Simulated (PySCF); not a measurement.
**MC-PDFT(11,10)/6-311G(d,p) (3 states averaged) run of BGeH4 (SMILES [BH2][GeH2])**

Wanted: the excited states of BGeH4. 

The calculation is run with PySCF 2.14.0.

5 further runs of the same task are left out: 4 that didn't finish, 1 set aside as unsound or not needed.

## 1. The molecule

BGeH4: 6 atoms, total charge 0, spin state doublet. SMILES: `[BH2][GeH2]`. The shape comes from GFN2-xTB, which is rough for such elements, and wasn't checked as a minimum.

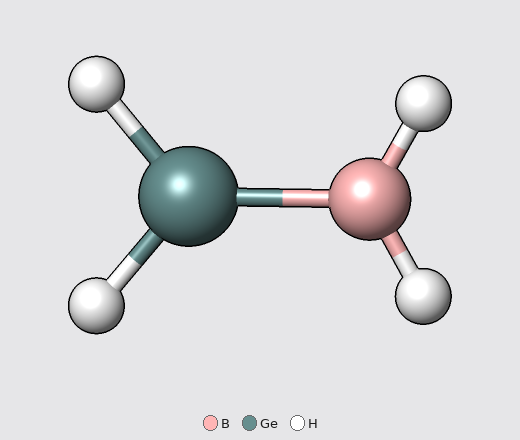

Viewed from a chosen angle; boron pink, germanium teal, hydrogen white.

## 2. The vertical excitations at MC-PDFT(11,10)/6-311G(d,p) (3 states averaged)

Contents of input.py:

```python
# [BH2][GeH2]
import numpy
from pyscf import gto, scf, mcscf, mcpdft

mol = gto.Mole()
mol.atom = '''
B
Ge 1 1.92196
H 1 1.16956 2 119.2583
H 1 1.169428 3 121.62169 2 179.51016
H 2 1.52823 1 129.82496 4 0.59533
H 2 1.527768 5 100.43005 1 -179.06121
'''
mol.basis = '6-311g**'
mol.spin = 1
mol.max_memory = 1860
mol.charge = 0
mol.verbose = 4
mol.build()

mf = mol.ROHF()
mf.max_cycle = 100
mf.init_guess = 'atom'
mf.diis_space = 16
mf.kernel()

uhf = scf.addons.convert_to_uhf(mf)
uhf.kernel(uhf.make_rdm1(uhf.stability()[0], uhf.mo_occ))
noons, natorbs = mcscf.addons.make_natural_orbitals(uhf)
print('natural occupations', numpy.round(noons[:40], 4))
cas = mcpdft.CASSCF(mf, 'tPBE0', 10, 11)
cas.fix_spin_(ss=0.75)
cas = cas.state_average_([1 / 3] * 3)
cas.kernel(natorbs)
states = list(cas.e_states)
etot = states[0]
print('E(%s) = %.9f' % ('MC-PDFT', etot))

roots = (numpy.array(states[1:]) - states[0]) * 27.211386
print('state  energy (Eh)  excitation (eV)')
for i, e in enumerate(states):
    print('%3d %16.8f %9.4f' % (i, e, (e - states[0]) * 27.211386))
```

On the command line:

```console
OMP_NUM_THREADS=1 python input.py
```

The program printed:

```text
PySCF version 2.14.0

[... 64 lines left out ...]
Atomic HF for atom  B  converged. SCF energy = -24.3724644048157
[... 55 lines left out ...]
converged SCF energy = -2102.27439400553
[... 110 lines left out ...]
State-average over 3 states with weights [0.3333333333333333, 0.3333333333333333, 0.3333333333333333]
[... 39 lines left out ...]
CASCI state-averaged energy = -2102.22935842824
[... 3 lines left out ...]
  State 2 weight 0.333333  E = -2102.1604125637 S^2 = 0.7500000
[... 5 lines left out ...]
MC-PDFT state 2 E = -2103.244454296797, Eot(t0.25*HF + 0.75*PBE, 0.25*HF + 0.75*PBE) = -63.1963411514024
[... 4 lines left out ...]
  2   -2103.24445430    4.0627
```

Run time: 86 s. Hardware: 1 thread of Arm Neoverse V2, shared host; peak memory 0.54 GiB.

The roots found:

```tsv
excited state	energy (eV)
1	3.304
2	4.063
```

## 3. Outcome

Level: MC-PDFT(11,10)/6-311G** (3 states averaged).

| quantity | value |
| --- | --- |
| energy of the lowest of 3 roots | -2103.39376 Eh |
| dipole moment (Hartree–Fock density) | 0.43 D |
| lowest excitation energy within this active space | 3.30 eV |
